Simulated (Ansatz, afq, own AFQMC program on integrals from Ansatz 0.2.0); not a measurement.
**BCl₃ (singlet): AFQMC on the coupled-cluster ladder at distance B1–Cl4 = 3.841 Å, cc-pVDZ, part 1 of 2**

Aim: compute BCl₃ (singlet) with auxiliary-field quantum Monte Carlo on the same integrals as coupled cluster, and set the energies side by side.

The runs use Ansatz 0.2.0, Gaussian basis, and an in-house AFQMC program (afq) on its integrals; all values are calculated; cc-pVDZ, frozen cores.

The runs, in order: CCSD(T) on RHF; PBE (unrestricted); CCSDT(Q) on RHF; r2SCAN (unrestricted); PBE0 (unrestricted); B3LYP (unrestricted); wB97M-V (unrestricted); B2PLYP (unrestricted); Phaseless AFQMC, CISD trial on RHF; Phaseless AFQMC, single-determinant trial on RHF; UHF; CCSD(T) on UHF; CCSDT(Q) on UHF; Phaseless AFQMC, CISD trial on UHF; Phaseless AFQMC, single-determinant trial on UHF.

## (1) The system

The geometry derives from a PBE0/def2-TZVP stationary point (not a proven minimum). One bond is set to the value named and the two fragments are kept rigid.

4 atoms, charge 0, spin multiplicity 1.

Atoms are counted from 1 here; the program's logs count them from 0.

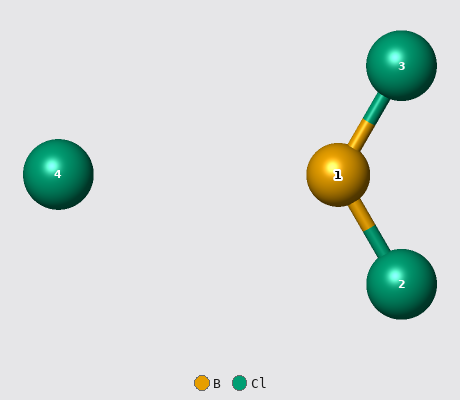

The geometry (boron amber, chlorine teal); atoms are numbered from 1 in the order of the file.

## (2) CCSD(T) on RHF

in.yaml reads:

```yaml
crystal:
  periodic: [false, false, false]
  atoms:
    - {symbol: B, position_ang: [0.314093, 0.553622, -0.000989]}
    - {symbol: Cl, position_ang: [2.051397, 0.566719, -0.001089]}
    - {symbol: Cl, position_ang: [-0.565902, 2.051620, -0.003589]}
    - {symbol: Cl, position_ang: [-1.581275, -2.787160, 0.004980]}
basis:
  gaussian: {orbitals: cc-pVDZ}
magnetization: {spin_polarized: false}
correlation: {method: ccsd_t, electrons: outside_noble_gas, hamiltonian_folder: ham}
```

The run is started by

```
ansatz run in.yaml --threads 1 --pin off --events-out ev --progress --plain --max-ram 16896MiB --backend cuda --devices 0, --max-vram 18GiB
```

The program printed, shortened:

```text
Functional definition: HF
  name "HF"
  cite "Fock, Z. Phys. 61, 126 (1930) doi:10.1007/BF01340294"
  parent pbe
[...]
716 factors; integrals over basis functions are off by at most 1.0e-3 eV
[...]
mean field -38180.13719542 eV, -1403.0941625052 hartree, gradient 5.1e-6 eV, S^2 0.000000; 0 other end points of the search recorded, 0 dependent functions left out; unrestricted orbitals would lower it
[...]
unrestricted determinant -38182.63339347 eV, -1403.1858960916 hartree, S^2 0.9943
16 core orbitals not correlated: weight in the atoms' cores, before any rotation towards them, 1.000 or more for the frozen orbitals, at most 0.000 for the correlated occupied ones
reference -38180.13719542 eV, -1403.0941625052 hartree; 12, 12 occupied and 40, 40 virtual orbitals, 716 factors
second order -13.78163694 eV of doubles, -0.00000000 eV of singles
cycle   1  -13.99506277 eV  change    -1.1e0 eV  update   1.9e-1
[...]
cycle  16  -15.06398095 eV  change   -6.9e-6 eV  update   6.8e-6
perturbative correction -1.43247076 eV, -0.0526423294 hartree
WARN: the results are in doubt because among natural orbitals full CI differs from the method by +0.108 eV
Total energy: -38196.63364712 eV, -1403.7003959236 hartree
In doubt: among natural orbitals full CI differs from the method by +0.108 eV
```

Run time: 4.4 s. Hardware: 1 × NVIDIA H100 80GB HBM3 with 1 thread of AMD EPYC 7R13 (Zen 3), shared host; peak host memory 1.7 GiB.

From the report: correlation -16.4965 eV; T1 0.078; largest double amplitude 0.53. Mind the lines of doubt at the end of the log.

This run also writes the integrals to the folder ham.

## (3) PBE (unrestricted)

in.yaml, as its differences from that of step 2:

```diff
@@ -9,3 +9,4 @@
   gaussian: {orbitals: cc-pVDZ}
-magnetization: {spin_polarized: false}
-correlation: {method: ccsd_t, electrons: outside_noble_gas, hamiltonian_folder: ham}
+magnetization: {spin_polarized: true, initial_magnetization: 0}
+hamiltonian: {xc: {name: PBE}}
+output: {orbitals: {seedname: orbitals}}
```

The run is started by

```
ansatz run in.yaml --threads 1 --pin off --events-out ev --progress --plain --max-ram 5632MiB --backend cpu
```

The program printed, shortened:

```text
Functional definition: PBE
  name "PBE"
  cite "Perdew, Burke & Ernzerhof, Phys. Rev. Lett. 77, 3865 (1996) doi:10.1103/PhysRevLett.77.3865"
  parent pbe
[...]
716 factors; integrals over basis functions are off by at most 1.0e-3 eV
[...]
mean field -38226.99509462 eV, -1404.8161585392 hartree, gradient 1.9e-6 eV, S^2 0.598081; 17 other end points of the search recorded, 0 dependent functions left out
reference -38226.99512456 eV, -1404.8161596395 hartree; 28, 28 occupied and 40, 40 virtual orbitals, 716 factors
Total energy: -38226.99512456 eV, -1404.8161596395 hartree
```

It took 12 s on 1 thread of AMD EPYC 7R13 (Zen 3), shared host; peak memory 1.7 GiB.

From the report: ⟨S²⟩ of the determinant 0.598 (pure singlet: 0.00). The determinant is far from a pure spin state, so its energy mixes those of several spin states (harmless only where they are near-degenerate, as at dissociation).

## (4) CCSDT(Q) on RHF

in.yaml, as its differences from that of step 3:

```diff
@@ -9,4 +9,3 @@
   gaussian: {orbitals: cc-pVDZ}
-magnetization: {spin_polarized: true, initial_magnetization: 0}
-hamiltonian: {xc: {name: PBE}}
-output: {orbitals: {seedname: orbitals}}
+magnetization: {spin_polarized: false}
+correlation: {method: ccsdt_q, electrons: outside_noble_gas}
```

The run is started by

```
ansatz run in.yaml --threads 1 --pin off --events-out ev --progress --plain --max-ram 16896MiB --backend cuda --devices 0, --max-vram 18GiB
```

The program printed, shortened:

```text
Functional definition: HF
  name "HF"
  cite "Fock, Z. Phys. 61, 126 (1930) doi:10.1007/BF01340294"
  parent pbe
[...]
1294 factors; integrals over basis functions are off by at most 2.3e-7 eV
[...]
mean field -38180.13729689 eV, -1403.0941662341 hartree, gradient 5.1e-6 eV, S^2 0.000000; 0 other end points of the search recorded, 0 dependent functions left out; unrestricted orbitals would lower it
[...]
unrestricted determinant -38182.63351198 eV, -1403.1859004469 hartree, S^2 0.9943
16 core orbitals not correlated: weight in the atoms' cores, before any rotation towards them, 1.000 or more for the frozen orbitals, at most 0.000 for the correlated occupied ones
reference -38180.13729689 eV, -1403.0941662341 hartree; 12, 12 occupied and 40, 40 virtual orbitals, 1294 factors
second order -13.78170662 eV of doubles, -0.00000000 eV of singles
cycle   1  -13.99511670 eV  change    -1.1e0 eV  update   2.1e-1
[...]
cycle  80  -16.03247144 eV  change   -6.7e-7 eV  update   9.7e-7
perturbative correction -0.14841210 eV, -0.0054540440 hartree
WARN: these amplitudes may be one of several solutions (largest doubles amplitude 0.81, level shift 8.14 eV)
Total energy: -38196.31818042 eV, -1403.6888027362 hartree
```

Wall time 16 s (1 × NVIDIA H100 80GB HBM3 with 1 thread of AMD EPYC 7R13 (Zen 3), shared host); peak host memory 1.7 GiB.

From the report: correlation -16.1809 eV; T1 0.095; largest double amplitude 0.81. The report flags that the cluster equations may have other roots.

## (5) r2SCAN (unrestricted)

in.yaml, as its differences from that of step 4:

```diff
@@ -9,3 +9,3 @@
   gaussian: {orbitals: cc-pVDZ}
-magnetization: {spin_polarized: false}
-correlation: {method: ccsdt_q, electrons: outside_noble_gas}
+magnetization: {spin_polarized: true, initial_magnetization: 0}
+hamiltonian: {xc: {name: r2SCAN}}
```

The run is started by

```
ansatz run in.yaml --threads 1 --pin off --events-out ev --progress --plain --max-ram 5632MiB --backend cpu
```

The program printed, shortened:

```text
Functional definition: r2SCAN
  name "r2SCAN"
  cite "Furness, Kaplan, Ning, Perdew & Sun, J. Phys. Chem. Lett. 11, 8208 (2020) doi:10.1021/acs.jpclett.0c02405"
  cite "Furness, Kaplan, Ning, Perdew & Sun, J. Phys. Chem. Lett. 11, 9248 (2020) doi:10.1021/acs.jpclett.0c03077"
  parent r2scan
[...]
716 factors; integrals over basis functions are off by at most 1.0e-3 eV
[...]
mean field -38240.54585877 eV, -1405.3141399369 hartree, gradient 3.5e-6 eV, S^2 0.708169; 14 other end points of the search recorded, 0 dependent functions left out
reference -38240.54586675 eV, -1405.3141402303 hartree; 28, 28 occupied and 40, 40 virtual orbitals, 716 factors
Total energy: -38240.54586675 eV, -1405.3141402303 hartree
```

Run time: 33 s. Hardware: 1 thread of AMD EPYC 7R13 (Zen 3), shared host; peak memory 1.7 GiB.

From the report: ⟨S²⟩ of the determinant 0.708 (pure singlet: 0.00). The determinant is far from a pure spin state, so its energy mixes those of several spin states (harmless only where they are near-degenerate, as at dissociation).

## (6) PBE0 (unrestricted)

in.yaml, as its differences from that of step 5:

```diff
@@ -10,2 +10,3 @@
 magnetization: {spin_polarized: true, initial_magnetization: 0}
-hamiltonian: {xc: {name: r2SCAN}}
+hamiltonian: {xc: {name: PBE0}}
+output: {orbitals: {seedname: orbitals}}
```

Same command.

The program printed, shortened:

```text
Functional definition: PBE0
  name "PBE0"
  cite "Adamo & Barone, J. Chem. Phys. 110, 6158 (1999) doi:10.1063/1.478522"
  cite "Perdew, Burke & Ernzerhof, Phys. Rev. Lett. 77, 3865 (1996) doi:10.1103/PhysRevLett.77.3865"
  parent pbe
[...]
716 factors; integrals over basis functions are off by at most 1.0e-3 eV
[...]
mean field -38230.01701455 eV, -1404.9272120483 hartree, gradient 5.9e-6 eV, S^2 0.777027; 7 other end points of the search recorded, 0 dependent functions left out
reference -38230.01703727 eV, -1404.9272128835 hartree; 28, 28 occupied and 40, 40 virtual orbitals, 716 factors
Total energy: -38230.01703727 eV, -1404.9272128835 hartree
```

Wall time 9.5 s (1 thread of AMD EPYC 7R13 (Zen 3), shared host); peak memory 1.7 GiB.

From the report: ⟨S²⟩ of the determinant 0.777 (pure singlet: 0.00). The determinant is far from a pure spin state, so its energy mixes those of several spin states (harmless only where they are near-degenerate, as at dissociation).

## (7) B3LYP (unrestricted)

in.yaml, as its differences from that of step 6:

```diff
@@ -10,3 +10,2 @@
 magnetization: {spin_polarized: true, initial_magnetization: 0}
-hamiltonian: {xc: {name: PBE0}}
-output: {orbitals: {seedname: orbitals}}
+hamiltonian: {xc: {name: B3LYP}}
```

Launched as before.

The program printed, shortened:

```text
Functional definition: B3LYP
  name "B3LYP"
  cite "Stephens, Devlin, Chabalowski & Frisch, J. Phys. Chem. 98, 11623 (1994) doi:10.1021/j100096a001"
  cite "Becke, Phys. Rev. A 38, 3098 (1988) doi:10.1103/PhysRevA.38.3098"
  cite "Lee, Yang & Parr, Phys. Rev. B 37, 785 (1988) doi:10.1103/PhysRevB.37.785"
  cite "Vosko, Wilk & Nusair, Can. J. Phys. 58, 1200 (1980) doi:10.1139/p80-159"
[...]
716 factors; integrals over basis functions are off by at most 1.0e-3 eV
[...]
mean field -38244.57191412 eV, -1405.4620947420 hartree, gradient 1.2e-6 eV, S^2 0.721423; 7 other end points of the search recorded, 0 dependent functions left out
reference -38244.57215437 eV, -1405.4621035710 hartree; 28, 28 occupied and 40, 40 virtual orbitals, 716 factors
Total energy: -38244.57215437 eV, -1405.4621035710 hartree
```

It took 10 s on 1 thread of AMD EPYC 7R13 (Zen 3), shared host; peak memory 1.7 GiB.

From the report: ⟨S²⟩ of the determinant 0.721 (pure singlet: 0.00). The determinant is far from a pure spin state, so its energy mixes those of several spin states (harmless only where they are near-degenerate, as at dissociation).

## (8) wB97M-V (unrestricted)

in.yaml, as its differences from that of step 7:

```diff
@@ -10,2 +10,3 @@
 magnetization: {spin_polarized: true, initial_magnetization: 0}
-hamiltonian: {xc: {name: B3LYP}}
+hamiltonian: {xc: {name: wB97M-V}}
+output: {orbitals: {seedname: orbitals}}
```

Launched as before.

The program printed, shortened:

```text
Functional definition: wB97M-V
  name "wB97M-V"
  cite "Mardirossian & Head-Gordon, J. Chem. Phys. 144, 214110 (2016) doi:10.1063/1.4952647"
  cite "Becke, J. Chem. Phys. 107, 8554 (1997) doi:10.1063/1.475007"
  cite "Vydrov & Van Voorhis, J. Chem. Phys. 133, 244103 (2010) doi:10.1063/1.3521275"
  # Of w^i u^j: cxij and so on, Table III.
[...]
  gx(w, u) = 1 - cx + cx01*u + cx10*w
  gss(w, u) = css00 + css04*u^4 + css10*w + css20*w^2 + css43*w^4*u^3
  gos(w, u) = cos00 + cos10*w + (cos20 + cos21*u)*w^2 + (cos60 + cos61*u)*w^6
[...]
      + integral(e_c_pw_mod_opposite_spin*gos(b97_w_opposite, b97_u_opposite)) + vv10(b, c)
716 factors; integrals over basis functions are off by at most 1.0e-3 eV
163 factors; integrals over basis functions are off by at most 4.0e-5 eV
[...]
mean field -38240.98101348 eV, -1405.3301315773 hartree, gradient 3.6e-6 eV, S^2 0.848992; 5 other end points of the search recorded, 0 dependent functions left out
reference -38240.98104704 eV, -1405.3301328106 hartree; 28, 28 occupied and 40, 40 virtual orbitals, 716 factors
Total energy: -38240.98104704 eV, -1405.3301328106 hartree
```

It took 27 s on 1 thread of AMD EPYC 7R13 (Zen 3), shared host; peak memory 1.7 GiB.

From the report: ⟨S²⟩ of the determinant 0.849 (pure singlet: 0.00). The determinant is far from a pure spin state, so its energy mixes those of several spin states (harmless only where they are near-degenerate, as at dissociation).

## (9) B2PLYP (unrestricted)

in.yaml, as its differences from that of step 8:

```diff
@@ -10,3 +10,3 @@
 magnetization: {spin_polarized: true, initial_magnetization: 0}
-hamiltonian: {xc: {name: wB97M-V}}
-output: {orbitals: {seedname: orbitals}}
+hamiltonian: {xc: {name: B2PLYP}}
+correlation: {electrons: outside_noble_gas}
```

Same command.

The program printed, shortened:

```text
Functional definition: B2PLYP
  name "B2PLYP"
  cite "Grimme, J. Chem. Phys. 124, 034108 (2006) doi:10.1063/1.2148954"
  cite "Becke, Phys. Rev. A 38, 3098 (1988) doi:10.1103/PhysRevA.38.3098"
  cite "Lee, Yang & Parr, Phys. Rev. B 37, 785 (1988) doi:10.1103/PhysRevB.37.785"
[...]
716 factors; integrals over basis functions are off by at most 1.0e-3 eV
[...]
mean field -38226.52524659 eV, -1404.7988919428 hartree, gradient 6.2e-6 eV, S^2 0.934096; 8 other end points of the search recorded, 0 dependent functions left out
16 core orbitals not correlated: weight in the atoms' cores, before any rotation towards them, 1.000 or more for the frozen orbitals, at most 0.000 for the correlated occupied ones
reference -38226.52540075 eV, -1404.7988976080 hartree; 12, 12 occupied and 40, 40 virtual orbitals, 716 factors
second order -14.87986528 eV of doubles, -0.00000000 eV of singles
Total energy: -38230.54296437 eV, -1404.9465403480 hartree
```

It took 13 s on 1 thread of AMD EPYC 7R13 (Zen 3), shared host; peak memory 1.7 GiB.

From the report: ⟨S²⟩ of the determinant 0.934 (pure singlet: 0.00). The determinant is far from a pure spin state, so its energy mixes those of several spin states (harmless only where they are near-degenerate, as at dissociation).

## (10) Phaseless AFQMC, CISD trial on RHF

It reads the integrals that the CCSD(T) run on this determinant wrote.

The run is started by

```
afq ham --method phaseless --trial cisd --walkers 4000 --populations 20 --least-time 60 --time-step 0.005 --steps-per-block 50 --equilibration-blocks 40 --max-blocks 4000 --target-error 0.00059 --factor-cut 1e-05 --seed 5078 --release-times 0.21,0.42,0.63,0.9 --release-step 0.03 --release-every 5 --taylor-order 6
```

The program printed:

```text
orbitals 52  electrons 12 12  factors 382 of 716
reference energy -1403.09416251 Eh
CCSD correlation -0.55359061 Eh in 15 cycles, weight of the determinant in the CISD state 0.5890
energy of the start -1403.647746 Eh
 block  time / (1/Eh)  mean weight  energy / Eh
     1     0.250  0.9995  -1403.625286
     2     0.500  0.9999  -1403.633261
     3     0.750  1.0000  -1403.643529
     4     1.000  0.9997  -1403.651838
     5     1.250  1.0000  -1403.657732
     6     1.500  1.0003  -1403.660597
     7     1.750  0.9996  -1403.662404
     8     2.000  1.0000  -1403.664351
     9     2.250  0.9999  -1403.665990
    10     2.500  0.9997  -1403.667831
    11     2.750  0.9996  -1403.668298
    13     3.250  1.0001  -1403.668065
    15     3.750  1.0003  -1403.670874
    17     4.250  0.9999  -1403.671127
    19     4.750  0.9996  -1403.674031
    21     5.250  1.0002  -1403.676653
    23     5.750  0.9998  -1403.675318
    25     6.250  1.0002  -1403.673340
    27     6.750  0.9999  -1403.671906
    29     7.250  1.0000  -1403.671541
    31     7.750  1.0000  -1403.672975
    33     8.250  0.9997  -1403.673793
    35     8.750  0.9994  -1403.676318
    37     9.250  0.9998  -1403.674286
    39     9.750  0.9998  -1403.671269
    41    10.250  1.0004  -1403.671848
    43    10.750  0.9997  -1403.676184
    45    11.250  1.0002  -1403.675496
    47    11.750  0.9999  -1403.674069
    49    12.250  1.0003  -1403.676789
    51    12.750  1.0000  -1403.674210
    53    13.250  1.0000  -1403.676123
    55    13.750  1.0001  -1403.676024
    57    14.250  1.0000  -1403.672943
    59    14.750  1.0002  -1403.671837
    61    15.250  0.9999  -1403.671865
    63    15.750  1.0003  -1403.673224
    65    16.250  0.9998  -1403.676250
    67    16.750  0.9999  -1403.677289
    69    17.250  0.9998  -1403.677599
    71    17.750  0.9999  -1403.674543
    73    18.250  1.0003  -1403.676793
    75    18.750  1.0000  -1403.675855
    77    19.250  1.0006  -1403.675970
    79    19.750  1.0002  -1403.675492
    81    20.250  0.9993  -1403.671042
    83    20.750  1.0003  -1403.671909
    85    21.250  1.0001  -1403.675528
    87    21.750  1.0003  -1403.678317
    89    22.250  0.9999  -1403.675424
error from the spread of 20 populations
released: time / (1/Eh)  energy / Eh  error  mean overlap
  0.21  -1403.675395  0.000526  0.9999
  0.42  -1403.676124  0.000655  0.9950
  0.63  -1403.675688  0.000787  0.9958
  0.90  -1403.675365  0.001134  0.9996
energy -1403.674999 +/- 0.000493 Eh
```

Wall time 82 s (1 × NVIDIA H100 80GB HBM3 with 2 threads of AMD EPYC 7R13 (Zen 3), shared host); peak host memory 1.7 GiB.

Energy -38195.9426 ± 0.0134 eV. Caveats: constraint bias not in the error; large difference.

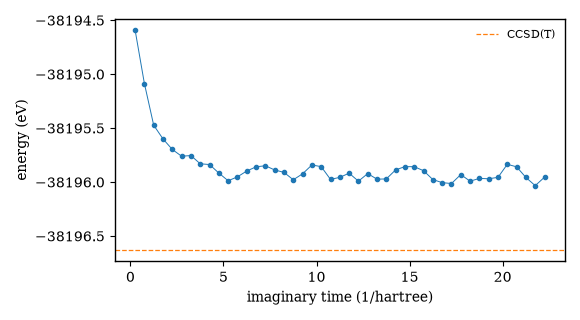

Block energies along the walk.

## (11) Phaseless AFQMC, single-determinant trial on RHF

It reads the integrals that the CCSD(T) run on this determinant wrote.

The run is started by

```
afq ham --method phaseless --trial hf --walkers 4000 --populations 20 --least-time 40 --time-step 0.005 --steps-per-block 20 --equilibration-blocks 160 --max-blocks 4000 --target-error 0.0029500000000000004 --factor-cut 1e-05 --seed 849 --taylor-order 6
```

The program printed:

```text
orbitals 52  electrons 12 12  factors 382 of 716
reference energy -1403.09416251 Eh
CCSD correlation -0.55359061 Eh in 15 cycles, weight of the determinant in the CISD state 0.5890
energy of the start -1403.094163 Eh
 block  time / (1/Eh)  mean weight  energy / Eh
     1     0.100  1.0023  -1403.209948
     2     0.200  1.0031  -1403.298151
     3     0.300  1.0034  -1403.367359
     4     0.400  1.0039  -1403.421638
     5     0.500  1.0035  -1403.464054
     6     0.600  1.0024  -1403.496064
     7     0.700  1.0025  -1403.521671
     8     0.800  1.0019  -1403.543658
     9     0.900  1.0014  -1403.554290
    10     1.000  1.0008  -1403.568855
    13     1.300  1.0004  -1403.602169
    19     1.900  1.0002  -1403.622169
    25     2.500  0.9996  -1403.631604
    31     3.100  0.9998  -1403.639008
    37     3.700  1.0000  -1403.653941
    43     4.300  1.0000  -1403.645336
    49     4.900  0.9998  -1403.649796
    55     5.500  1.0000  -1403.661432
    61     6.100  0.9999  -1403.662568
    67     6.700  0.9997  -1403.661606
    73     7.300  1.0005  -1403.669046
    79     7.900  0.9996  -1403.658343
    85     8.500  0.9999  -1403.669471
    91     9.100  1.0002  -1403.665914
    97     9.700  0.9993  -1403.664973
   103    10.300  0.9997  -1403.659695
   109    10.900  1.0002  -1403.668435
   115    11.500  0.9994  -1403.656620
   121    12.100  0.9999  -1403.676063
   127    12.700  0.9997  -1403.666996
   133    13.300  0.9996  -1403.662739
   139    13.900  0.9996  -1403.678005
   145    14.500  1.0001  -1403.674862
   151    15.100  1.0003  -1403.669458
   157    15.700  1.0002  -1403.677118
   163    16.300  0.9998  -1403.682979
   169    16.900  0.9999  -1403.675113
   175    17.500  0.9998  -1403.669231
   181    18.100  1.0001  -1403.655919
   187    18.700  0.9997  -1403.666090
   193    19.300  1.0000  -1403.670804
   199    19.900  1.0001  -1403.661987
   205    20.500  1.0002  -1403.657197
   211    21.100  0.9998  -1403.660520
   217    21.700  1.0002  -1403.659064
   223    22.300  1.0000  -1403.657921
   229    22.900  0.9999  -1403.659014
   235    23.500  1.0000  -1403.658059
error from the spread of 20 populations
energy -1403.665007 +/- 0.002216 Eh
```

Run time: 19 s. Hardware: 1 × NVIDIA H100 80GB HBM3 with 2 threads of AMD EPYC 7R13 (Zen 3), shared host; peak host memory 1.7 GiB.

Energy -38195.6707 ± 0.0603 eV. Caveats: constraint bias not in the error; large difference.

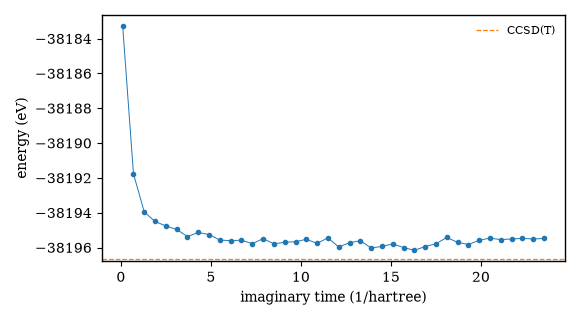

Block energies along the walk.

## (12) UHF

in.yaml, as its differences from that of step 9:

```diff
@@ -10,3 +10,3 @@
 magnetization: {spin_polarized: true, initial_magnetization: 0}
-hamiltonian: {xc: {name: B2PLYP}}
-correlation: {electrons: outside_noble_gas}
+hamiltonian: {xc: hf}
+output: {orbitals: {seedname: orbitals}}
```

The run is started by

```
ansatz run in.yaml --threads 1 --pin off --events-out ev --progress --plain --max-ram 16896MiB --backend cuda --devices 0, --max-vram 18GiB
```

The program printed, shortened:

```text
Functional definition: HF
  name "HF"
  cite "Fock, Z. Phys. 61, 126 (1930) doi:10.1007/BF01340294"
  parent pbe
[...]
716 factors; integrals over basis functions are off by at most 1.0e-3 eV
[...]
mean field -38182.63339348 eV, -1403.1858960918 hartree, gradient 4.8e-6 eV, S^2 0.994299; 6 other end points of the search recorded, 0 dependent functions left out
reference -38182.63339348 eV, -1403.1858960918 hartree; 28, 28 occupied and 40, 40 virtual orbitals, 716 factors
Total energy: -38182.63339348 eV, -1403.1858960918 hartree
```

Run time: 1.7 s. Hardware: 1 × NVIDIA H100 80GB HBM3 with 1 thread of AMD EPYC 7R13 (Zen 3), shared host; peak host memory 1.7 GiB.

From the report: ⟨S²⟩ of the determinant 0.994 (pure singlet: 0.00). The determinant is far from a pure spin state, so its energy mixes those of several spin states (harmless only where they are near-degenerate, as at dissociation).

(Continued in part 2 of 2.)
